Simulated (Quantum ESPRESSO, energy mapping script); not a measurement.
# MnS: energy mapping under PBE+U (6 eV), QE, GBRV, part 3 of 3

Wanted: the magnetic order of MnS, its couplings and an estimate of its ordering temperature, by PBE+U (6 eV), QE, GBRV.

PBE with U = 6 eV on Mn d, ortho-atomic projectors; plane waves, U on orthogonalised atomic orbitals unless named otherwise, collinear spin, no spin–orbit coupling.

So far. Step 10 (Run 9 (parallel; cell E, 6 atoms)): The run ends ferromagnetic. For each magnetic atom its energy differs from the parallel run of the first cell by 0.68 meV, an error that one common reference would have brought in. Step 11 (Order 10: uncompensated ++−, cell E of 6 atoms): The run ends ferrimagnetic, 15.63 meV a magnetic atom below the parallel order of its cell.

The database entry behind the starting cell differs from later determinations by our own check (an axis about 0.2 % short against later determinations), so it need not match the best structure at ambient conditions.

### 12. From energies to couplings

Each energy difference is a sum of couplings weighted by the pairs that the order reverses. A few near shells are fitted to the differences by least squares. Energies are those extrapolated to zero occupation width, not the free energies F.

Energies from the parallel order of the same cell:

```
                      order  atoms  energy (meV a magnetic atom)  moments (μB)  moments kept as typed  opposed neighbours at 3.68, 5.21, 6.38 Å
         parallel in cell A      4                          0.00          4.56                    yes                                   0, 0, 0
   compensated +− in cell A      4                        -27.10          4.50                    yes                                  6, 6, 12
         parallel in cell B      4                          0.00          4.56                    yes                                   0, 0, 0
   compensated +− in cell B      4                        -13.04          4.54                    yes                                  8, 0, 16
         parallel in cell C      6                          0.00          4.56                    yes                                   0, 0, 0
uncompensated ++− in cell C      6                        -21.99  4.49 to 4.53                    yes                                  4, 4, 12
         parallel in cell D      6                          0.00          4.56                    yes                                   0, 0, 0
uncompensated ++− in cell D      6                        -20.83  4.50 to 4.53                    yes                             6.67, 2.67, 8
         parallel in cell E      6                          0.00          4.56                    yes                                   0, 0, 0
uncompensated ++− in cell E      6                        -15.63  4.52 to 4.54                    yes                            5.33, 1.33, 16
```

Fitted to E = −Σ J e·e over ordered pairs of unit vectors (J > 0 favours parallel moments):

```
 pair  distance (Å)  neighbours  J (meV)
Mn–Mn          3.68          12   -0.590
Mn–Mn          5.21           6    -1.50
Mn–Mn          6.38          24   -0.103
Mn–Mn          7.37          12   -0.250
```

Adding the shell at 8.24 Å gives -0.50, -1.4, -0.089, -0.27 and -0.067 meV and a mean-field temperature of 42.1 K, an exact solve that tests nothing.

In mean field these couplings order at 46.3 K, at q = (0.50, 0.50, 0.50) in fractions of the conventional cell's reciprocal vectors, and give a Curie–Weiss temperature of -167 K.

### 13. Monte Carlo

Mean field ignores fluctuations and overstates the ordering temperature, so the model is also sampled. The heat capacity peaks where order sets in.

Classical unit spins with these couplings on 8×8×4 copies of a cell that holds the lowest order (512 spins), heat-bath sweeps, cooled from random directions, 831 sweeps to settle and 2493 measured at each temperature, averaged over 8 runs.

```
T (K)  order along the lowest pattern  net moment  heat capacity (k_B a spin)
 5.55                            0.43        0.01                        1.03
 9.49                            0.43        0.01                        1.09
 15.4                            0.38        0.01                        1.24
 19.3                            0.32        0.01                        1.44
 23.3                            0.27        0.01                        1.75
 29.2                            0.15        0.01                        1.09
 33.1                            0.11        0.02                        0.72
 37.1                            0.09        0.02                        0.53
 41.0                            0.08        0.02                        0.44
 46.9                            0.07        0.02                        0.34
 50.9                            0.07        0.02                        0.29
```

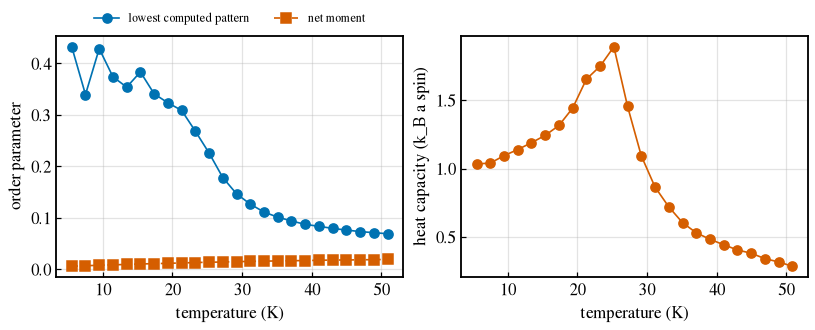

Order parameter and heat capacity against temperature.

The smoothed heat capacity peaks at 24.1 K. The order column follows one pattern alone; equivalent domains or another pattern share the rest.

### 14. Beside the first set of runs

The first set of orders, under PBE+U (4 eV), QE, GBRV, took 58 min of CPU time summed over its finished orders (seed run apart), these 53 min.

```
                           quantity  this set  first set
                   J at 3.68 Å, meV    -0.590      -1.01
                   J at 5.21 Å, meV     -1.50      -3.49
                   J at 6.38 Å, meV    -0.103     -0.151
                   J at 7.37 Å, meV    -0.250     -0.400
ordering temperature, mean field, K      46.3        125
 heat-capacity peak, Monte Carlo, K      24.1       73.9
```

The coupling that led in the first set goes from -3.49 to -1.50 meV.

### 15. Results

```
lowest order tried                    : compensated +− in cell A
largest fitted value, Mn–Mn at 5.21 Å : -1.50 meV
ordering temperature, mean field      : 46.3 K
heat-capacity peak, Monte Carlo       : 24.1 K
```

**Reading.** Of the orders tried, MnS prefers the order “compensated +− in cell A” under PBE+U (6 eV), QE, GBRV, with 6 of 12 neighbours at 3.68 Å, 6 of 6 neighbours at 5.21 Å and 12 of 24 neighbours at 6.38 Å opposed, and the heat capacity of the fitted model peaks near 24 K (Monte Carlo, classical spins). The coupling at 5.21 Å is 0.43 times that of the first set, at 0.90 times the CPU time. The largest fitted coupling is the Mn–Mn pair at 5.21 Å, antiferromagnetic at -1.5 meV, across a ligand at about 180°. The straight metal–ligand–metal path outweighs the right-angled one, the pattern expected of superexchange through one ligand p orbital, which these runs do not test. The orders also reverse pairs at 8.24 Å, which are not fitted, so the fitted values hold their part too. With 5 differences for 4 couplings the fit misses by 0.82 meV at most, a small part of the spread. In the fitted orders moments change by up to 1.4 % against the parallel run of the same cell, so their size stays put. Monte Carlo puts the peak at 0.52 of the mean-field temperature, since mean field leaves out fluctuations. In tests on simple cubic and body-centred models such peaks lay 5 to 6 % under the bulk value. On cooling, the order along the one computed pattern stays at or under 0.43: the model settles in an equivalent domain, a degenerate mixture or another order. The Curie–Weiss temperature is 6.9 times the peak temperature in size, a mark of frustration. The parallel order holds 5 μB a magnetic atom, spin 2.5; the common factor (S+1)/S would raise the classical 24.1 K to 33.7 K, a correction that often overshoots. The classical value and the one scaled by (S+1)/S differ by a factor of 1.4, so closeness of either to the measured temperature is partly a matter of convention.

Comparison with the measured values:

| quantity | measured | PBE+U (6 eV), QE, GBRV, Monte Carlo | PBE+U (6 eV), QE, GBRV, Monte Carlo × (S+1)/S |
| --- | --- | --- | --- |
| ordering temperature (spin model) (K) | 150 | 24 (-83.9 %) | 34 (-77.5 %) |

Measured values from arxiv:1108.4537 (2011).

How well it matches: For the ordering temperature, of the levels listed nearest comes PBE+U (6 eV), QE, GBRV, Monte Carlo × (S+1)/S (-77.5 %, a clear miss) and farthest PBE+U (6 eV), QE, GBRV, Monte Carlo (-83.9 %, a clear miss). A U picked for its result is no test. No cell relaxation is part of this session.

[Logs and program files are shortened in this print: banners, set-up blocks, solver, clock and traceback lines can be left out without a mark of their own.]

[Logs are printed without paths, hosts, clocks, repeated set-up lines and the standing remarks that a program may print on its own settings, such as how far it seeks lower states.]

[Hosts, paths, dates, database ids (printed as entryN), source tags and the programs' standing remarks are cut or masked in the printed files.]

[Where a cell is said to come from a database of computed structures, the database is the Materials Project.]
